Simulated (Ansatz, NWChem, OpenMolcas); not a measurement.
**How basis sets differ on CH6Ge (methyl germane)**

CH6Ge has 8 atoms, charge 0, and is taken as a singlet. SMILES: `[CH3][GeH3]`. The coordinates come from a PBE0-D4/def2-TZVP relaxation.

Quantity: the dipole moment, in D. The values are calculated.

Measured value to compare with: NIST CCCBDB gives the dipole moment of the gas as 0.64 D.

```
       level          kind     program  value (D)  computed − measured  CPU time
   HF/STO-3G  Hartree–Fock      NWChem       0.11                -0.53     3.3 s
    HF/3-21G  Hartree–Fock      NWChem       0.64                 0.00     2.1 s
 HF/def2-SVP  Hartree–Fock      Ansatz       0.69                +0.05     2.6 s
HF/def2-SVPD  Hartree–Fock  OpenMolcas       0.69                +0.05      15 s
```

Nearest: HF/3-21G (0.00 D); farthest: HF/STO-3G (-0.53 D). The measured dipole is a vibrational average, so differences of a few hundredths of a debye mean little. All-electron rows without a relativistic Hamiltonian named are non-relativistic. Magnitudes only: a small dipole may point the other way at some levels. Sets without polarisation functions give poor dipoles. Times are those of the runs behind each value, whatever else they computed, on shared processors of several kinds: orders of magnitude only.

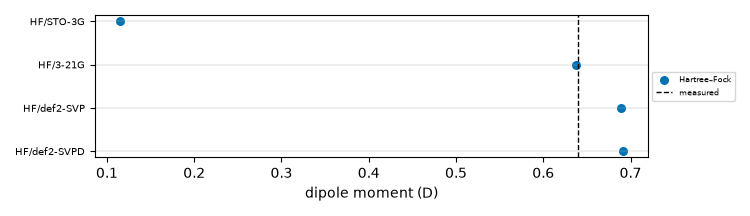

The values of the table, level by level.
